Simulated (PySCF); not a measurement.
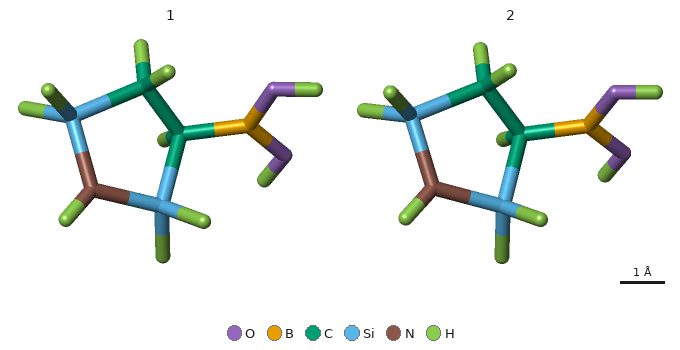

Two geometries of C2H10BNO2Si2, drawn at one scale. One is the start of a relaxation, the other its converged end. The picture is a stick view, seen at a tilt.

These are results of PySCF 2.14.0, density-fitted response routines, PBE0-D3(BJ)/def2-SVP geometry optimisation, gas phase, not measurements. 

### Which of the two is the end point?

Structure 1 is the relaxed one. The start comes from GFN2-xTB. Its atoms were then displaced at random by about 0.01 Å. An H atom moves most after the best rigid fit: 0.16 Å. Largest moves by element: H 0.16 Å, O 0.10 Å, N 0.06 Å, Si 0.05 Å, C 0.02 Å, B 0.01 Å. Among the contacts that change: H–Si 1.462 → 1.499 Å, H–O 0.926 → 0.964 Å, B–C 1.547 → 1.572 Å, C–H 1.081 → 1.103 Å. Bond angles that change, for instance: Si–N–Si 118.4° → 114.4°, B–C–H 113.1° → 109.7°, H–Si–H 109.6° → 106.3°. The energy falls by 19.5 kJ/mol in 9 geometry steps.
